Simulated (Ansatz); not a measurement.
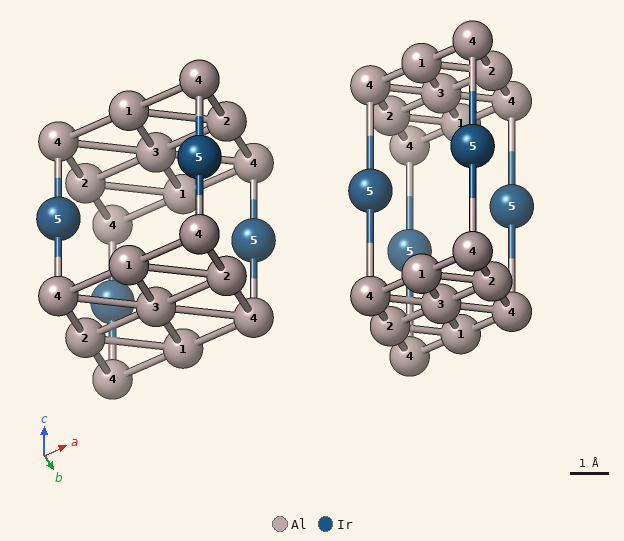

Two geometries of a crystal of Al4Ir (a generated structure, set up in P6/mmm) (coarse preliminary run), drawn at one scale. One is the start of a relaxation, the other its converged end. The picture is a ball-and-stick view of the cell of the calculation, seen from a free direction.

These are results of DFT PBE, scalar-relativistic, plane waves, PAW (Ansatz), not measurements. Set-up: plane-wave cutoff 420 eV; k-point mesh 6 × 6 × 4; occupations gaussian; smearing width 0.1 eV; no spin polarisation; cell and atoms relaxed; force threshold 0.04 eV/Å; at most 70 steps.

> Which one is relaxed?

The left one is the relaxed one. The energy falls by 5915 meV per atom in 13 accepted moves (15 points after the start). All forces vanish by symmetry, so only the cell relaxes. Pressure: 131.11 GPa at the start and 0.01 GPa at the end. At 2 points the geometry stayed and the basis and grid were re-selected for the new cell (energy shift of 167 meV per atom at most each time). The atoms keep their places relative to the cell (all moves are under 0.005 Å). The drawn cell changes as follows: a = b 3.851 → 5.315 Å (+38.0 %), c 6.153 → 4.514 Å (−26.6 %); the volume changes by +39.7 %. Some distances before and after: Al4–Ir5 3.077 → 2.257 Å, Al1–Al2 1.926 → 2.658 Å. The space group stays P6/mmm (No. 191). Cost: 41 s on 1 thread of Arm Neoverse V1, on a shared host, peak memory 0.37 GiB.
